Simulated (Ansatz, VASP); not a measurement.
## BN (Qingsongite) in two plane-wave programs

Wanted: the spread between two codes on one cell, functional and k mesh. The cell is taken from a series of VASP runs on this material, whose earlier steps may have relaxed, scaled or displaced it; both programs get it as it stands. Other levels of theory on this material are compared in a session of their own. Valence electrons are named where the data sets of a main pair hold unlike numbers.

Method: plane waves, with VASP 6.6.1 beside it; band structure at PBE and band structure at r2SCAN, in Ansatz 0.2.0.

**1. Starting point**

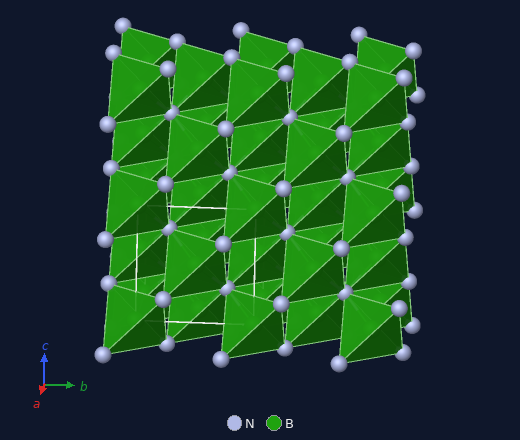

The starting structure, seen slightly off an axis (nitrogen light blue, boron green). 1×2×2 cells are drawn. This picture shows the conventional cell, with its axes. Some periodic images of atoms are drawn too.

**2. Ansatz: band structure, PBE**

Ansatz runs on its default PAW (the set named soft_2) files.

The same path points are solved in both programs, so levels can be compared one by one.

The input, input.yaml:

```yaml
crystal:
  lattice:
    - [0.0, 1.8075, 1.8075]
    - [1.8075, 0.0, 1.8075]
    - [1.8075, 1.8075, 0.0]
  atoms:
    - { symbol: "N", position: [0.75, 0.75, 0.75] }
    - { symbol: B, position: [0.0, 0.0, 0.0] }
hamiltonian:
  xc: pbe
  pseudopotentials: { kind: paw }
kpoints:
  mp_grid: { grid: [10, 10, 10] }
  band_path:
    path:
      - [0.0, 0.0, 0.0]
      - [0.16667, 0.0, 0.16667]
      - [0.33333, 0.0, 0.33333]
      - [0.5, 0.0, 0.5]
      - [0.5, 0.08333, 0.58333]
      - [0.5, 0.19444, 0.69444]
      - [0.5, 0.25, 0.75]
      - [0.45833, 0.29167, 0.75]
      - [0.40278, 0.34722, 0.75]
      - [0.375, 0.375, 0.75]
      - [0.20833, 0.20833, 0.41667]
      - [0.08333, 0.08333, 0.16667]
      - [0.0, 0.0, 0.0]
      - [0.22222, 0.22222, 0.22222]
      - [0.38889, 0.38889, 0.38889]
      - [0.51389, 0.47222, 0.51389]
      - [0.55556, 0.38889, 0.55556]
      - [0.61111, 0.27778, 0.61111]
      - [0.61111, 0.25, 0.63889]
      - [0.56944, 0.25, 0.68056]
      - [0.51389, 0.25, 0.73611]
      - [0.5, 0.27778, 0.72222]
      - [0.5, 0.38889, 0.61111]
      - [0.5, 0.47222, 0.52778]
      - [0.48611, 0.48611, 0.52778]
      - [0.43056, 0.43056, 0.63889]
      - [0.38889, 0.38889, 0.72222]
      - [0.59722, 0.19444, 0.59722]
      - [0.55556, 0.11111, 0.55556]
      - [0.5, 0.0, 0.5]
    npoints: 1
scf:
  occupations: { method: gaussian, width: 0.03 }
  n_extra_bands: 7
output:
  forces: true
  stress: true
  eigenvalues: true
```

Run with:

```console
> ansatz run input.yaml --threads 2 --pin off --max-ram 4608MiB --backend cpu --events-out ev --progress --plain --runs-dir out
```

Numbers of over 12 decimals in the logs are rounded to 6 here.

The log of the run:

```text
scf.n_extra_bands = 7 over 4 filled bands (N_el = 8.0): the run solves 11 bands
Engine: ansatz 0.2.0, x86_64-unknown-linux-gnu
Pseudopotentials: kind: paw
Pseudopotential: N, paw, valence charge 5, recommended cutoff 420 eV (normal), N.paw.azcp
Pseudopotential: B, paw, valence charge 3, recommended cutoff 420 eV (normal), B.paw.azcp
Functional definition: PBE
  parameter kappa = 0.804
  parameter beta = 0.066725
  exchange = pbe_x(kappa = kappa, mu = beta*pi^2/3)
  correlation = pbe_c(beta = beta)
Crystal: 2 atoms, lattice volume = 11.810 Å³
Basis set: ecut = 420 eV, 259 PW (Γ), exchange–correlation on 36×36×36 points (8 copies of the dense FFT grid, shifted against one another)
Bands: 11, of which v1, the nominal top of the filled ones, is band 4 counted from 1 (3 counted from 0)
Symmetry: 24 space group operations
Space group: F-43m (ITA 216), of the structure as read, at distance tolerance 2.3e-5 Å
k-points: 47 of 1000 (time reversal used)
Non-local potential: N, projectors of the file, l = 0: 2, l = 1: 2, l = 2: 1
Non-local potential: B, projectors of the file, l = 0: 2, l = 1: 2, l = 2: 1
PAW form: soft (Blöchl's): semilocal exchange-correlation on the pseudo side does not see the compensation charge
PAW one-centre angular grid: N, 110 points (default); XC on 64 Gauss nodes
PAW one-centre angular grid: B, 110 points (default); XC on 64 Gauss nodes
Initial density: superposition of atomic densities (neutral atoms: chi_scale 0, normalization atom), corrected by the library's trained network
Initial wavefunctions: pseudopotential atomic-orbital guess
Functional: x = pbe(κ = 0.804, μ = 0.219515), c = pbe(β = 0.066725)
SCF iter   1: F=—  HF=-542.274642 eV  |F-HF|=—  |Δ(HF+E_count)|=         —  Δρ=1.55e-3  dr2=1.42e-4  ethr=1.77e-3  ⟨swp⟩=5.0  Hψ=2842  notcnv=0  defer=9
preconditioner: auto → none  [insulator: Δε(μ)=4.474 eV  Ē_g=25.334 eV  σ=0.030 eV  W_gap=1.00  n_scr=0 (ndim 8)  ℏωp=30.6 eV  f_vac=0.000  D(μ)=0.00/eV (n_scr^D=0)  ε∞_Penn≈2.5]
SCF iter   2: F=—  HF=-542.274740 eV  |F-HF|=—  |Δ(HF+E_count)|=   9.73e-5  Δρ=7.94e-4  dr2=3.34e-5  ethr=1.77e-6  ⟨swp⟩=2.1  Hψ=1073  notcnv=0  defer=67
SCF iter   3: F=—  HF=-542.274801 eV  |F-HF|=—  |Δ(HF+E_count)|=   6.16e-5  Δρ=7.23e-5  dr2=2.33e-7  ethr=4.18e-7  ⟨swp⟩=2.8  Hψ=609  notcnv=0  defer=67
iter 4 did not close the SCF: its close was put off for the readings that it lacked (scf_convergence_deferred on its scf_iter line)
SCF iter   4: F=-542.274801 eV  HF=-542.274801 eV  |F-HF|=7.13e-9  |Δ(HF+E_count)|=   1.48e-7  Δρ=2.29e-5  dr2=1.74e-8  ethr=2.91e-9  ⟨swp⟩=2.5  Hψ=592  notcnv=0  defer=67
iter 5 did not close the SCF: its close was put off for the readings that it lacked (scf_convergence_deferred on its scf_iter line)
SCF iter   5: F=-542.274801 eV  HF=-542.274801 eV  |F-HF|=9.38e-11  |Δ(HF+E_count)|=   9.71e-9  Δρ=2.23e-6  dr2=2.53e-10  ethr=2.18e-10  ⟨swp⟩=2.6  Hψ=571  notcnv=0  defer=67
SCF iter   6: F=-542.274801 eV  HF=-542.274801 eV  |F-HF|=1.02e-12  |Δ(HF+E_count)|=  5.82e-11  Δρ=2.38e-7  dr2=3.19e-12  ethr=3.16e-12  ⟨swp⟩=4.2  Hψ=2004  notcnv=0
SCF 1 converged in 6 iterations: F = -542.274801 eV  dr2 = 3.19e-12
  greatest PAW one-centre occupation: 0.787 electrons in one spin orbital (limit 2), on the N atom at site 0 (counted from 0), in its partial waves of l = 0
NSCF: frozen V_eff on 30 k-points
SCF converged after 6 iterations
Free energy (F): -542.274801 eV
Harris-Foulkes:  -542.274801 eV  (|F-HF|=1.02e-12)
Internal energy: -542.274801 eV  (E = F + TS)
E sigma→0 (E₀):  -542.274801 eV
Fermi energy:    13.415410 eV
--- Per-component energies (eV) ---
  E_band       = 26.443057
  E_kinetic    = 185.619638
  E_local      = -175.300791  (includes V_loc(G=0)·N_el)
  E_nonlocal   = 56.582097
  E_hartree    = 49.108518
  E_xc         = -93.448020
  E_vxc        = -116.232258  (∫ρ·V_xc dr)
  E_paw        = -206.451696  (= ΣΔE_a)
  E_vpaw       = -22.442773  (= ΣTr[D̂ρ^β])
  E_aug_tail   = 0.000103  (compensation charges beyond the density's cutoff)
  E_ewald      = -358.384650
  E_smearing   = -0.000000  (= −TS)
  E_closure    = 0.000000  (closes the sum)
  Σ components = -542.274801   (vs F -542.274801, Δ=0.00e0)
--- Forces (eV/Å), atoms counted from 1 ---
  atom   1  N      0.00000000     0.00000000     0.00000000
  atom   2  B     -0.00000000     0.00000000     0.00000000
  max |Σ_I F_I| component: 5.46e-16 eV/Å
--- Stress (GPa, compression-positive) ---
        3.028522      -0.000000      -0.000000
        0.000000       3.028522       0.000000
       -0.000000       0.000000       3.028522
  P = ⅓ Tr σ = 3.0285 GPa (30.285 kbar)
--- Band table (eV; the first three rows and the last of 47) ---
  k-point 0: bands = [-9.0521, 11.1795, 11.1795, 11.1795, 20.0104, 20.0104, 20.0104, 21.5013, ... 3 higher]
  k-point 1: bands = [-8.8089, 9.9116, 10.9262, 10.9262, 20.2773, 20.3938, 20.3938, 22.3010, ... 3 higher]
  k-point 2: bands = [-8.0930, 7.1963, 10.3557, 10.3557, 20.6443, 21.1879, 21.1879, 23.9697, ... 3 higher]
  k-point 46: bands = [-3.1887, 3.2761, 4.5963, 4.8105, 19.9495, 24.2047, 25.2962, 27.2028, ... 3 higher]
```

It took 0.62 s on 2 threads of AMD EPYC 7B13 (Zen 3), shared host; peak memory 0.32 GiB.

The column dr2 measures how far the density is from self-consistency, as an energy; F and HF (Harris–Foulkes) agree once it is small.

**3. VASP: band structure, PBE**

The same cell, functional, mesh and smearing now go to VASP, with its own data sets.

Lines of VASP's logs that name or quote its potential files are left out, and so is its time.

The input, INCAR:

```
SYSTEM = BN
PREC = Accurate
ENCUT = 460
EDIFF = 1E-06
NELM = 100
ISMEAR = 0
SIGMA = 0.03
LREAL = .FALSE.
ALGO = Normal
GGA = PE
NBANDS = 16
LORBIT = 11
LWAVE = .FALSE.
LCHARG = .FALSE.
KPAR = 4
LASPH = .TRUE.
```

The input, POSCAR:

```
BN
1.0
    0.0000000000      1.8075000000      1.8075000000
    1.8075000000      0.0000000000      1.8075000000
    1.8075000000      1.8075000000      0.0000000000
N B
1 1
Direct
    0.7500000000      0.7500000000      0.7500000000
    0.0000000000      0.0000000000      0.0000000000
```

The input, KPOINTS:

```
Automatic mesh
0
Gamma
10 10 10
0 0 0
```

The input, KPOINTS_OPT:

```
Line mode
10
Line-mode
Reciprocal
  0.00000000   0.00000000   0.00000000 GAMMA
  0.50000000   0.00000000   0.50000000 X

  0.50000000   0.00000000   0.50000000 X
  0.50000000   0.25000000   0.75000000 W

  0.50000000   0.25000000   0.75000000 W
  0.37500000   0.37500000   0.75000000 K

  0.37500000   0.37500000   0.75000000 K
  0.00000000   0.00000000   0.00000000 GAMMA

  0.00000000   0.00000000   0.00000000 GAMMA
  0.50000000   0.50000000   0.50000000 L

  0.50000000   0.50000000   0.50000000 L
  0.62500000   0.25000000   0.62500000 U

  0.62500000   0.25000000   0.62500000 U
  0.50000000   0.25000000   0.75000000 W

  0.50000000   0.25000000   0.75000000 W
  0.50000000   0.50000000   0.50000000 L

  0.50000000   0.50000000   0.50000000 L
  0.37500000   0.37500000   0.75000000 K

  0.62500000   0.25000000   0.62500000 U
  0.50000000   0.00000000   0.50000000 X
```

Potentials, in the order of the species: N and B (PBE family, release 64).

Run with:

```console
> mpirun -np 4 vasp_std
```

The log of the run:

```text
[banner, memory and clock lines left out]
running    4 mpi-ranks, on    1 nodes
 distrk:  each k-point on    1 cores,    4 groups
 distr:  one band on    1 cores,    1 groups

 POSCAR found type information on POSCAR N B
 POSCAR found :  2 types and       2 ions
 LDA part: xc-table for (Slater+PW92), standard interpolation
 POSCAR, INCAR and KPOINTS ok, starting setup
 FFT: planning ... GRIDC
 FFT: planning ... GRID_SOFT
 FFT: planning ... GRID
 WAVECAR not read
 entering main loop
       N       E                     dE             d eps       ncg     rms          rms(c)
DAV:   1     0.995940903040E+01    0.99594E+01   -0.44643E+03  1552   0.459E+02
DAV:   2    -0.180449619223E+02   -0.28004E+02   -0.27148E+02  2032   0.124E+02
DAV:   3    -0.184171838026E+02   -0.37222E+00   -0.37213E+00  1584   0.120E+01
DAV:   4    -0.184174004656E+02   -0.21666E-03   -0.21666E-03  2080   0.338E-01
DAV:   5    -0.184174005996E+02   -0.13400E-06   -0.13398E-06  1592   0.760E-03    0.671E+00
DAV:   6    -0.175380574904E+02    0.87934E+00   -0.25869E+00  1760   0.660E+00    0.328E+00
DAV:   7    -0.174664809435E+02    0.71577E-01   -0.98039E-02  1872   0.200E+00    0.195E+00
DAV:   8    -0.174523730620E+02    0.14108E-01   -0.28450E-02  1648   0.945E-01    0.192E-01
DAV:   9    -0.174525250789E+02   -0.15202E-03   -0.11295E-03  1728   0.194E-01    0.911E-02
DAV:  10    -0.174526170656E+02   -0.91987E-04   -0.12788E-04  1832   0.654E-02    0.151E-02
DAV:  11    -0.174526213793E+02   -0.43137E-05   -0.61205E-06  1920   0.152E-02    0.993E-03
DAV:  12    -0.174526215600E+02   -0.18074E-06   -0.85050E-07  1096   0.458E-03
   1 F= -.17452622E+02 E0= -.17452622E+02  d E =-.517123E-12
 Start KPOINTS_OPT (optional k-point list driver)
k-point batch [1-47\100]
       N       E                     dE             ncg
DAV:   1     0.123929975893E+04   -0.13238E+05     1520
DAV:   2    -0.349343376678E+02   -0.12742E+04     1952
DAV:   3    -0.511288430772E+02   -0.16195E+02     1800
DAV:   4    -0.511370699523E+02   -0.82269E-02     1928
DAV:   5    -0.511370740286E+02   -0.40762E-05     1760
DAV:   6    -0.511370740326E+02   -0.40610E-08     1544
[...]
k-point batch [95-100\100]
       N       E                     dE             ncg
DAV:   1     0.177229641725E+05   -0.22419E+04      200
DAV:   2     0.175728339932E+05   -0.15013E+03      264
DAV:   3     0.175710658667E+05   -0.17681E+01      232
DAV:   4     0.175710648761E+05   -0.99058E-03      248
DAV:   5     0.175710648755E+05   -0.62024E-06      240
```

OUTCAR, selected parts (step 3):

```text
ion  position               nearest neighbor table
   1  0.750  0.750  0.750-   2 1.57   2 1.57   2 1.57   2 1.57
   2  0.000  0.000  0.000-   1 1.57   1 1.57   1 1.57   1 1.57

  LATTYP: Found a face centered cubic cell.
 ALAT       =     3.6150000000

 Subroutine GETGRP returns: Found 24 space group operations
 (whereof 24 operations were pure point group operations)

The static configuration has the point symmetry T_d .

 Found     47 irreducible k-points:

   k-points           NKPTS =     47   k-points in BZ     NKDIM =     47   number of bands    NBANDS=     16

   dimension x,y,z NGX =    18 NGY =   18 NGZ =   18
   dimension x,y,z NGXF=    36 NGYF=   36 NGZF=   36

   ENCUT  =  460.0 eV  33.81 Ry    5.81 a.u.   4.47  4.47  4.47*2*pi/ulx,y,z

   NELECT =       8.0000    total number of electrons

 k-points in reciprocal lattice and weights: Automatic mesh
   0.00000000  0.00000000  0.00000000       0.001
   0.10000000  0.00000000  0.00000000       0.008
   0.20000000  0.00000000  0.00000000       0.008
   0.30000000  0.00000000  0.00000000       0.008
   0.40000000  0.00000000  0.00000000       0.008
   0.50000000  0.00000000  0.00000000       0.004
   0.10000000  0.10000000  0.00000000       0.006
   0.20000000  0.10000000  0.00000000       0.024
   0.30000000  0.10000000  0.00000000       0.024
[...]
-0.30000000  0.40000000  0.20000000       0.024
  -0.30000000  0.50000000  0.20000000       0.012

 average (electrostatic) potential at core
       1 -60.3941       2 -24.4725

 E-fermi :   7.5355

 k-point     1 :       0.0000    0.0000    0.0000
  band No.  band energies     occupation
      1     -12.8267      2.00000
      2       7.4068      2.00000
      3       7.4068      2.00000
      4       7.4068      2.00000
      5      16.2242      0.00000
      6      16.2242      0.00000
      7      16.2242      0.00000
      8      17.7529      0.00000
      9      32.1580      0.00000
    ...

 k-point     2 :       0.1000    0.0000    0.0000
  band No.  band energies     occupation
      1     -12.5841      2.00000
      2       6.1343      2.00000
      3       7.1503      2.00000
      4       7.1503      2.00000
      5      16.4978      0.00000
      6      16.6083      0.00000
      7      16.6083      0.00000
      8      18.5462      0.00000
      9      31.8648      0.00000
    ...

 k-point     3 :       0.2000    0.0000    0.0000
  band No.  band energies     occupation
      1     -11.8686      2.00000
      2       3.4186      2.00000
      3       6.5792      2.00000
      4       6.5792      2.00000
      5      16.8716      0.00000
      6      17.4035      0.00000
      7      17.4035      0.00000
      8      20.2101      0.00000
      9      31.0971      0.00000
    ...

  Total        0.1843051      0.1843051      0.1843051     -0.0000000      0.0000000      0.0000000
  in kB       25.0024787     25.0024787     25.0024787     -0.0000000      0.0000000      0.0000000
  external PRESSURE =      25.0024787 kB  Pullay stress =       0.0000000 kB

  energy-cutoff  :      460.00
  volume of cell :       11.81
      direct lattice vectors                 reciprocal lattice vectors
     0.000000000  1.807500000  1.807500000    -0.276625173  0.276625173  0.276625173
     1.807500000  0.000000000  1.807500000     0.276625173 -0.276625173  0.276625173
     1.807500000  1.807500000  0.000000000     0.276625173  0.276625173 -0.276625173

 POSITION                                       TOTAL-FORCE (eV/Angst)
 -----------------------------------------------------------------------------------
      2.71125      2.71125      2.71125        -0.000000     -0.000000     -0.000000
      0.00000      0.00000      0.00000         0.000000      0.000000      0.000000
 -----------------------------------------------------------------------------------
    total drift:                               -0.000001     -0.000001     -0.000001

  FREE ENERGIE OF THE ION-ELECTRON SYSTEM (eV)
  ---------------------------------------------------
  free  energy   TOTEN  =       -17.4526215600 eV

  energy  without entropy=      -17.4526215600  energy(sigma->0) =      -17.45262156

 total charge
# of ion       s       p       d       tot
------------------------------------------
    1        1.218   2.754   0.000   3.972
    2        0.678   1.360   0.000   2.038
--------------------------------------------------
tot          1.895   4.114   0.000   6.010

[... 3 further parts left out ...]
```

The run ends at a pressure of 2.50 GPa.

**4. Differences**

Known differences besides the potentials themselves: the cutoff is 420 eV in Ansatz and 460 eV in VASP. Total energies have different zeros and are not compared.

Compared:

```tsv
quantity	Ansatz	VASP	difference
pressure (GPa)	3.03	2.50	+0.53
pressure without Ansatz's Pulay correction (GPa)	1.94	2.50	-0.56
gap over the path points (eV)	4.472	4.456	+0.016
```

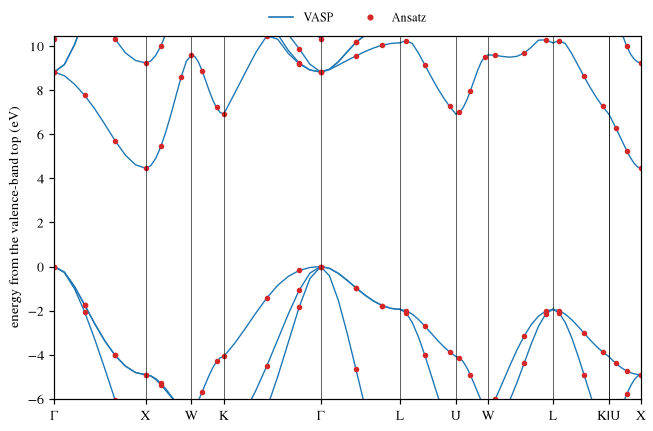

Bands from VASP (lines) and levels from Ansatz (dots). Dots without a line are higher empty bands that the VASP plot leaves out.

Levels at points of the path, from each program's valence-band top (eV; 3 filled, then empty):

```tsv
k (reciprocal lattice)	Ansatz	VASP
0.000 0.000 0.000	0.00 0.00 0.00 8.83 8.83 8.83	0.00 0.00 0.00 8.82 8.82 8.82
0.167 0.000 0.167	-2.07 -1.75 -1.75 7.76 11.31 11.31	-2.07 -1.75 -1.75 7.75 11.31 11.31
0.333 0.000 0.333	-6.06 -4.03 -4.03 5.71 10.31 15.55	-6.06 -4.04 -4.04 5.70 10.30 15.55
0.500 0.000 0.500	-8.92 -4.90 -4.90 4.47 9.25 17.92	-8.92 -4.91 -4.91 4.46 9.23 17.93
0.500 0.083 0.583	-8.73 -5.36 -5.29 5.46 10.02 17.15	-8.73 -5.36 -5.29 5.45 10.01 17.16
0.500 0.194 0.694	-7.95 -6.52 -6.34 8.61 12.85 14.27	-7.96 -6.52 -6.35 8.61 12.85 14.28
0.500 0.250 0.750	-7.59 -6.96 -6.50 9.61 13.30 14.51	-7.59 -6.97 -6.51 9.60 13.30 14.51
0.458 0.292 0.750	-7.82 -7.26 -5.68 8.88 13.24 14.18	-7.82 -7.26 -5.68 8.87 13.24 14.19
0.403 0.347 0.750	-8.09 -7.61 -4.31 7.21 12.92 15.43	-8.09 -7.62 -4.31 7.20 12.92 15.44
0.375 0.375 0.750	-8.13 -7.66 -4.08 6.92 12.88 15.82	-8.13 -7.67 -4.08 6.91 12.88 15.82
```

Among the levels compared at these points, filled levels agree within 8 meV and empty ones within 17 meV. Ansatz's pressure holds a Pulay correction of 1.08 GPa; VASP's holds none.

[end of part 1 of 2]

[Lines on the potential files, build, host, timing and source positions are cut from VASP's logs without a mark.]

[Logs are printed without paths, hosts, clocks, repeated set-up lines and the standing remarks that a program may print on its own settings, such as how far it seeks lower states.]

[Hosts, paths, dates, database ids (printed as entryN), source tags and the programs' standing remarks are cut or masked in the printed files.]
